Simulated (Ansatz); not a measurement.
Swapping Cl for Br on Si: the HOMO–LUMO gap

On one Si centre, n of the Cl ligands are replaced by Br. The HOMO–LUMO gap y in eV at wB97X-V/def2-TZVPP. Shapes: PBE0-D4/def2-TZVP. Programs: Ansatz 0.2.0.

| molecule | n | y (eV) |
| --- | --- | --- |
| SiCl4 | 0 | 13.73 |
| SiBrCl3 | 1 | ? |
| SiBr2Cl2 | 2 | 12.18 |
| SiBr3Cl | 3 | 11.78 |
| SiBr4 | 4 | 11.54 |

Fit y = c + s·n to the known rows and predict SiBrCl3.


1. Means of the 4 rows: n = 2.25000, y = 12.307.
2. Σ(Δn)² = 8.75, Σ(Δn·Δy) = -4.9075, so the slope is -4.9075/8.75 = -0.56086.
3. Intercept: 12.307 − (-0.56086) × 2.25000 = 13.569. The largest residual of the fit is 0.27.
4. SiBrCl3: 13.569 + (-0.56086) × 1 = 13.01 eV.

The run gave 12.77 eV, so the prediction is off by +0.24 eV, within the largest residual. The step per swap drifts from -0.96 to -0.24 eV. Other levels give for SiBrCl3: SPW92/def2-TZVPP 5.72; B3LYP-D4/def2-TZVPP 7.59; BHLYP-D4/def2-TZVPP 10.37 eV. Orbital gaps aren't excitation energies, and the LUMO depends on the basis. Relativity is left out for Br.

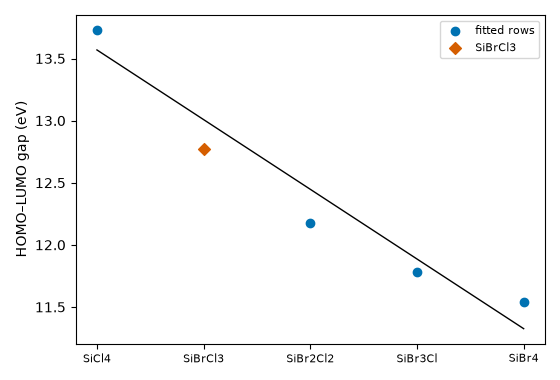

The fitted line, with the withheld member.
